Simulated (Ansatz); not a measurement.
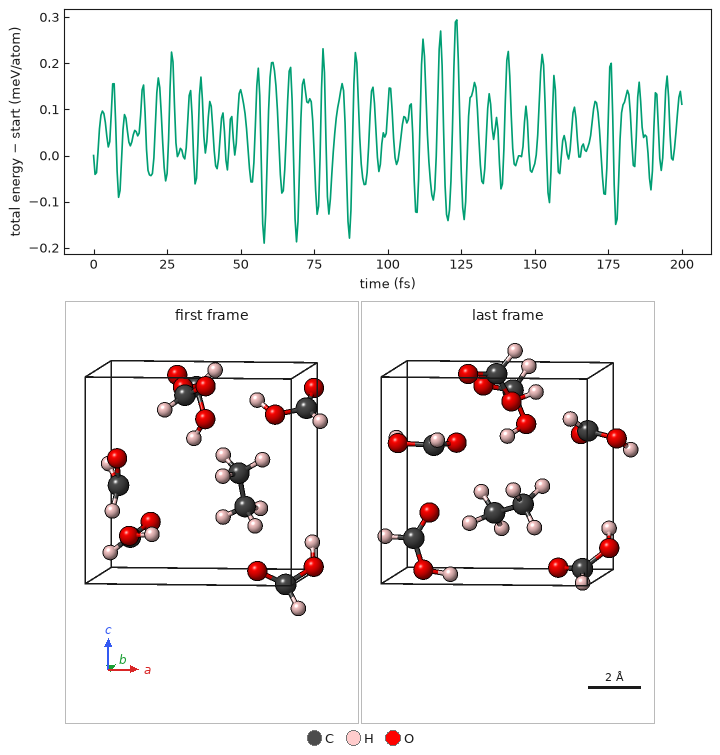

Molecular dynamics of a periodic cell with 1 C2H6 + 6 HCOOH at 0.984 g/cm³, 200 fs long. It starts from the last geometry of an earlier run, with fresh velocities. The picture is a ball-and-stick view of the simulation cell, seen from a free direction.

All numbers below come from Ansatz 0.2.0, DFT LDA, scalar-relativistic, plane waves, PAW. Run with plane-wave cutoff 420 eV; k-point mesh 1 × 1 × 1; Fermi-Dirac smearing 0.05 eV; constant energy (NVE); velocities drawn for 1000 K; time step 0.5 fs.

How well is the energy conserved, and can the run be trusted?

The total energy stays between −0.19 and 0.29 meV per atom of its start. A straight-line fit has a slope that amounts to +0.002 meV per atom over 200 fs (under 0.1 % of the mean kinetic energy), and the ripple about it is 1.0 % of the kinetic energy's fluctuation. With a drift under 2 % and a ripple under 7 %, the integration is accurate. Over the second half the temperature averages 1060 K (spread ±66 K). The potential energy in the second half lies on average 7.5 meV per atom below the first frame.

Limits of the set-up: the periodic images lie only 8.0 Å apart, so the values are limited by the cell's size.

The run took 14 min on 1 thread of Arm Neoverse V1 (shared host), peak memory 0.45 GiB.
